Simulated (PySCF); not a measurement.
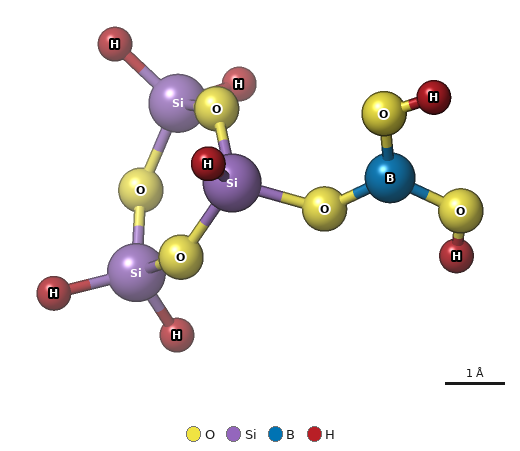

Fig. 1: The input geometry (ball-and-stick view, seen at a tilt). Bond lengths as drawn: B–O 1.36 to 1.37 Å, H–O 0.96 Å, H–Si 1.47 to 1.49 Å and O–Si 1.65 to 1.66 Å.

**NMR shielding calculation, with input and output: BSi3H7O6**

- system: BSi3H7O6
- method: GIAO PBE0/pcSseg-1 NMR shielding, non-relativistic, gas phase (PySCF 2.14.0)

The geometry comes from this level: PBE0-D3(BJ)/def2-SVP. Figures and captions count atoms from 1; the log counts them from 0 in places.

**The program's output**
```
coarse grid: 16816 points
cycle   1  E = -1347.9007397161  dE =  1.629e+00  |g| = 1.541e+00  |ddm| = 3.975e+00
cycle   2  E = -1347.4521084548  dE =  4.486e-01  |g| = 2.202e+00  |ddm| = 2.353e+00
cycle   3  E = -1348.3032346848  dE = -8.511e-01  |g| = 1.298e-01  |ddm| = 1.557e+00
cycle   4  E = -1348.3055445931  dE = -2.310e-03  |g| = 7.177e-02  |ddm| = 1.404e-01
cycle   5  E = -1348.3063833696  dE = -8.388e-04  |g| = 1.240e-02  |ddm| = 4.400e-02
cycle   6  E = -1348.3064072612  dE = -2.389e-05  |g| = 4.039e-03  |ddm| = 1.092e-02
cycle   7  E = -1348.3064098017  dE = -2.540e-06  |g| = 1.421e-03  |ddm| = 3.144e-03
final grid: 151840 points
cycle   8  E = -1348.4195152436  dE = -2.751e-05  |g| = 1.256e-02  |ddm| = 1.686e-02
cycle   9  E = -1348.4194870670  dE =  2.818e-05  |g| = 1.796e-02  |ddm| = 1.714e-02
cycle  10  E = -1348.4195402950  dE = -5.323e-05  |g| = 6.912e-04  |ddm| = 1.062e-02
cycle  11  E = -1348.4195403645  dE = -6.946e-08  |g| = 2.998e-04  |ddm| = 5.620e-04
cycle  12  E = -1348.4195403788  dE = -1.433e-08  |g| = 5.700e-05  |ddm| = 1.793e-04
cycle  13  E = -1348.4195403793  dE = -4.402e-10  |g| = 2.896e-05  |ddm| = 5.462e-05
```

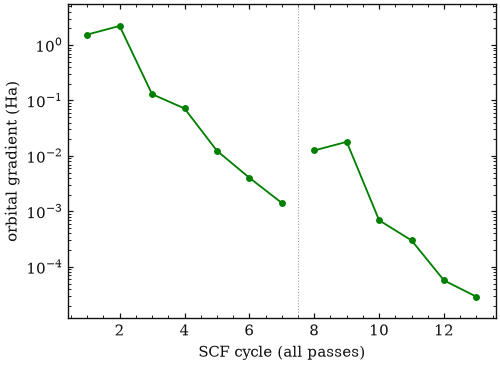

Fig. 2: Convergence of the self-consistent field: orbital gradient against the SCF cycle. The dotted line marks the change from a coarse to the final integration grid. The first 7 cycles use a coarse grid, the final grid takes over at cycle 8, and the field converges after 13 cycles in all.

```
converged SCF energy = -1348.4195403793

GIAO shielding tensors (ppm)
atom      isotropic    diamagn.    paramagn.     s11        s22        s33       span
  0 O      236.927     402.974    -166.047    190.797    233.514    286.470     95.673
  1 Si     384.400     879.857    -495.457    356.566    394.362    402.274     45.708
  2 O      251.329     402.968    -151.638    187.328    226.497    340.163    152.835
  3 Si     384.354     880.275    -495.921    356.705    394.173    402.184     45.479
  4 O      231.221     403.782    -172.561    187.173    229.064    277.425     90.251
  5 Si     417.978     882.769    -464.791    402.848    413.492    437.595     34.747
  6 O      207.941     402.788    -194.847    155.352    226.387    242.084     86.731
  7 B       82.694     196.139    -113.445     74.781     86.060     87.241     12.460
  8 O      249.055     386.985    -137.931    178.758    276.386    292.021    113.264
  9 O      244.492     387.048    -142.557    174.803    260.405    298.267    123.463
 10 H       26.087      27.398      -1.311     22.932     23.413     31.917      8.985
 11 H       26.065      29.416      -3.351     22.949     23.649     31.597      8.648
 12 H       26.102      27.947      -1.845     22.878     23.506     31.922      9.044
 13 H       26.079      30.118      -4.039     22.896     23.852     31.490      8.594
 14 H       26.472      29.978      -3.506     22.434     24.647     32.335      9.901
 15 H       28.078      27.997       0.081     21.126     23.759     39.348     18.222
 16 H       28.127      33.730      -5.603     21.005     25.317     38.058     17.053
```

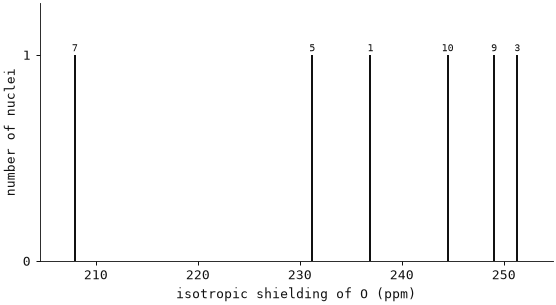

Fig. 3: Isotropic shieldings of the oxygen nuclei in this fixed geometry, labelled by atom number; shielding grows to the right, so chemical shift grows to the left. The least shielded is O7 (207.9 ppm), the most shielded O3 (251.3 ppm).

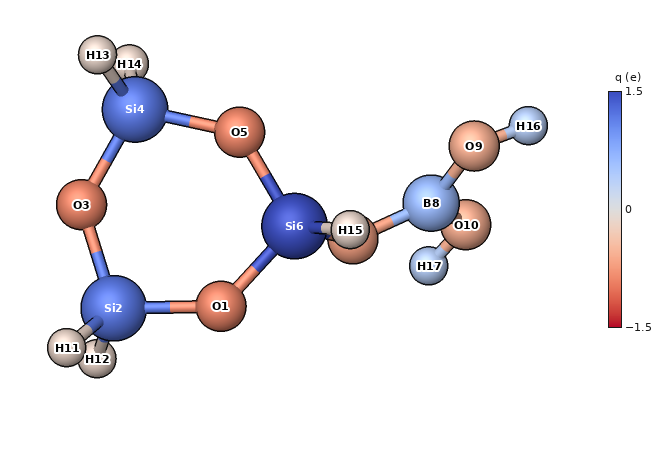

Fig. 4: IAO charges, as the colour of each atom (ball-and-stick view, seen at a tilt; atoms are numbered from 1 in the order of the input). By element: O −0.88 to −0.57, Si +1.19 to +1.47, B +0.62 and H −0.15 to +0.38 e.

The run was set up as follows.

**The input**
```
{"job": {"kind": "nmr", "xc": "PBE0", "basis": "pcSseg-1"}, "charge": 0, "multiplicity": 1}
O     -1.131507    -1.355664     0.487504
Si    -2.627659    -0.968548    -0.125713
O     -2.714672     0.689945    -0.200810
Si    -1.646954     1.888777     0.232750
O     -0.276984     1.145259     0.815033
Si     0.200877    -0.439332     0.834729
O      1.292368    -0.707777    -0.375517
B      2.628897    -0.425873    -0.481467
O      3.269986     0.182093     0.551781
O      3.311711    -0.754315    -1.613375
H     -3.678523    -1.485618     0.787801
H     -2.775488    -1.533184    -1.492013
H     -2.241157     2.724993     1.306556
H     -1.309199     2.702059    -0.963873
H      0.748057    -0.804004     2.151924
H      4.202368     0.323412     0.361609
H      2.738602    -1.182485    -2.256831
```

The first line tells a small driver script what to run in PySCF; the rest is the geometry in Å.

Launch command:
```bash
OMP_NUM_THREADS=1 python <driver script> task.json out
```

**Summary**

| quantity | value |
| --- | --- |
| outcome | converged |
| total energy | −1348.419540 hartree |
| HOMO | −8.62 eV |
| LUMO | 0.57 eV |
| dipole moment | 0.91 D |
| isotropic shielding, O | 207.9 to 251.3 ppm |
| isotropic shielding, Si | 384.4 to 418.0 ppm |
| isotropic shielding, B | 82.7 ppm |
| isotropic shielding, H | 26.1 to 28.1 ppm |
| hardware | 1 CPU thread, shared host |
| wall time | 50 s |
| peak memory | 1.4 GiB |
